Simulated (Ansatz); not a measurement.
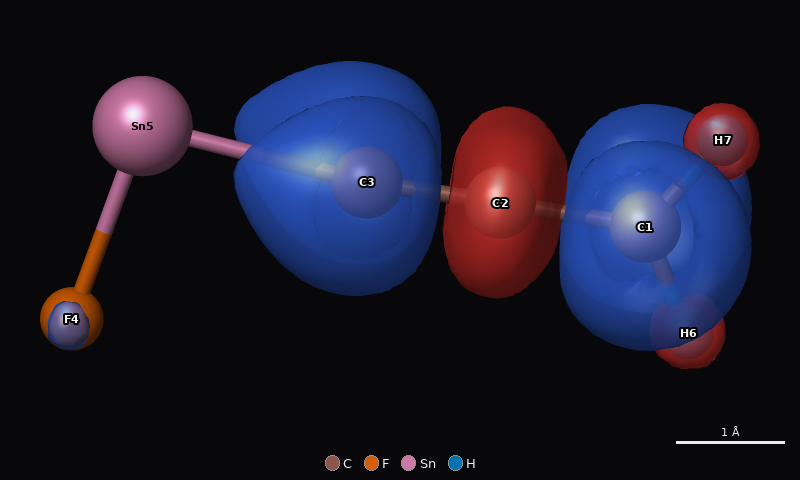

The picture shows: C3H2FSn (doublet). Isosurfaces of the spin density (α minus β) at +0.02 (blue) and −0.02 e/Å³ (red), seen at a tilt.

Geometry: PBE0-D3(BJ)/def2-SVP; core potentials replace the inner electrons of Sn.

Computed with isolated molecule in a Gaussian basis; Kohn-Sham density functional theory, functional PBE0 (Ansatz 0.2.0).

```yaml
atoms:
  - { symbol: C, position_ang: [1.3071, -0.9966, 1.0161] }
  - { symbol: C, position_ang: [1.1569, 0.1906, 0.3692] }
  - { symbol: C, position_ang: [1.0008, 1.2785, -0.2286] }
  - { symbol: F, position_ang: [-0.9650, 3.0787, -1.6733] }
  - { symbol: Sn, position_ang: [0.9388, 3.1844, -1.2179] }
  - { symbol: H, position_ang: [0.4610, -1.6794, 1.1388] }
  - { symbol: H, position_ang: [2.2751, -1.2969, 1.4283] }
```

Q: Describe the spin distribution.

A: The unpaired spin (1 electron) lies mostly on C1 (about 0.5), C3 (about 0.4) and Sn5 (about 0.1), in electrons by Hirshfeld's partition, with opposite, polarisation-induced spin on C2.
